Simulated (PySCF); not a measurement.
# C$_{7}$H$_{8}$ClN (SMILES CC/C=C\C(Cl)=C\C#N): what the fields show

| atom | x (Å) | y (Å) | z (Å) |
| --- | --- | --- | --- |
| C | -2.4422 | 1.0462 | 0.0250 |
| C | -1.2105 | 0.1909 | 0.3149 |
| C | -0.7216 | -0.4900 | -0.9189 |
| C | 0.5423 | -0.7448 | -1.2649 |
| C | 1.7320 | -0.4567 | -0.4912 |
| Cl | 3.1235 | -0.0400 | -1.4392 |
| C | 1.8421 | -0.5178 | 0.8485 |
| C | 3.0294 | -0.2286 | 1.5374 |
| N | 3.9902 | 0.0087 | 2.1187 |
| H | -2.7932 | 1.5238 | 0.9363 |
| H | -3.2494 | 0.4370 | -0.3756 |
| H | -2.2029 | 1.8217 | -0.6989 |
| H | -1.4766 | -0.5685 | 1.0582 |
| H | -0.4209 | 0.8134 | 0.7406 |
| H | -1.4992 | -0.7715 | -1.6172 |
| H | 0.7406 | -1.1716 | -2.2388 |
| H | 1.0094 | -0.8400 | 1.4553 |

Geometry: GFN2-xTB.

Computed with PBE0/def2-SVPD, SCF density, gas phase in PySCF 2.14.0.

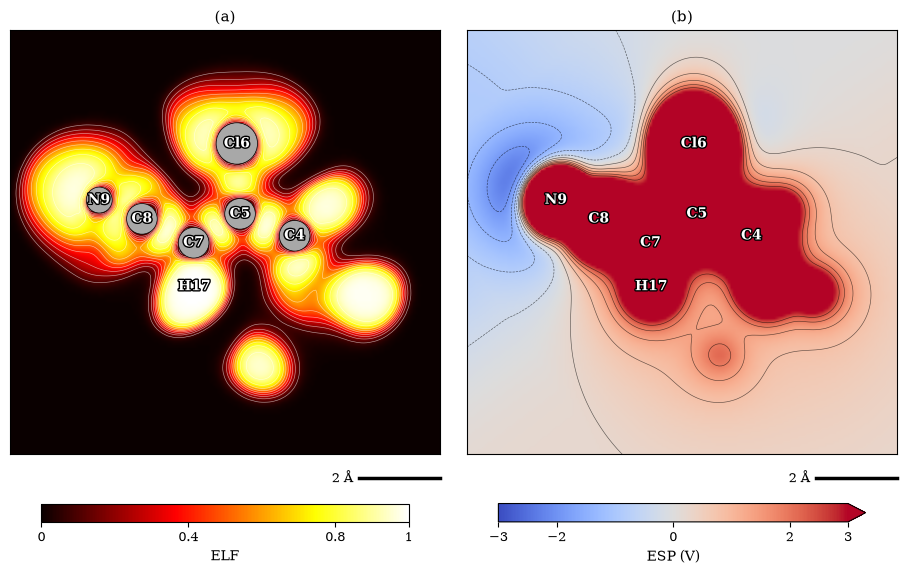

Figure 1. (a) ELF; (b) molecular electrostatic potential on the plane of atoms C5, C7 and C8. Grey discs cover the atomic cores in the ELF map.

### What do the fields say about this system?

The section cuts through C, Cl, N and H sites. C–N (1.15 Å): the ELF peaks at about 0.85 between the atoms; a short, multiple covalent bond. C–C (1.35 Å): the ELF peaks at about 0.95 between the atoms; a covalent bond. C–Cl (1.73 Å): the ELF peaks at about 0.90 between the atoms: localised, covalent bonding. C–H (1.08 Å): the ELF climbs to about 1 towards the hydrogen, as it does in any bond to H; a covalent bond by its length. C–C (1.40 Å): the ELF peaks at about 0.95 between the atoms; localised, covalent bonding. The ELF also peaks beside N9 and Cl6, away from the bonds: lone-pair regions. Outside the dense part of the molecule the potential is most negative (−2.3 V) near N9.

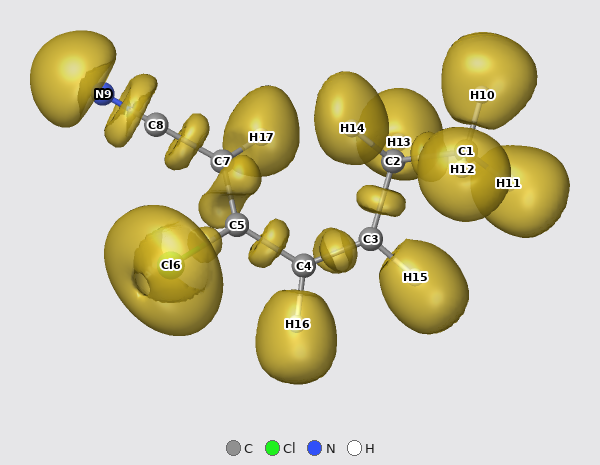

Figure 2. Isosurface of the ELF at 0.8 (yellow), seen across its widest extent. Core shells and regions of very low density are left out.

### Where are the electrons localised?

At this value the surface marks out six regions between bonded C–C atoms (shared pairs), one region between bonded C–Cl atoms (shared pairs), one region between bonded C–N atoms (shared pairs), eight regions around hydrogen nuclei, one ring or bowl of non-bonding electrons around Cl and one lobe on N, pointing away from the bonds (lone pairs). Profiles from the grid: C–C (1.33 Å): the ELF peaks at about 0.95 between the atoms; a multiple bond.

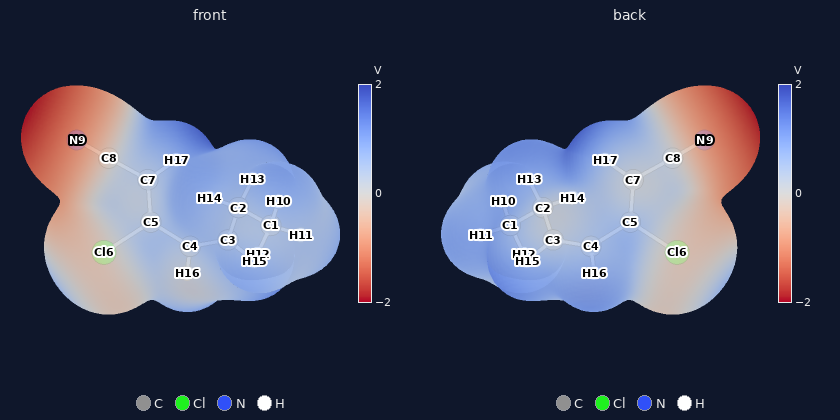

Figure 3. The molecular electrostatic potential painted on the density surface at 0.002 e/bohr³, seen from the front and from behind; the colour scale runs from red (negative) to blue (positive).

### Which sites attract a positive test charge, and which a negative one?

A positive charge is drawn to the negative regions and a negative charge to the positive ones. The most negative region (about −1.9 V) lies over N9, the most positive (about +1.6 V) over H17. Cl6 shows a σ-hole: about +0.7 V at the tip opposite its bond, against about −0.4 V on its flanks. N9 is the likeliest acceptor of a hydrogen bond.
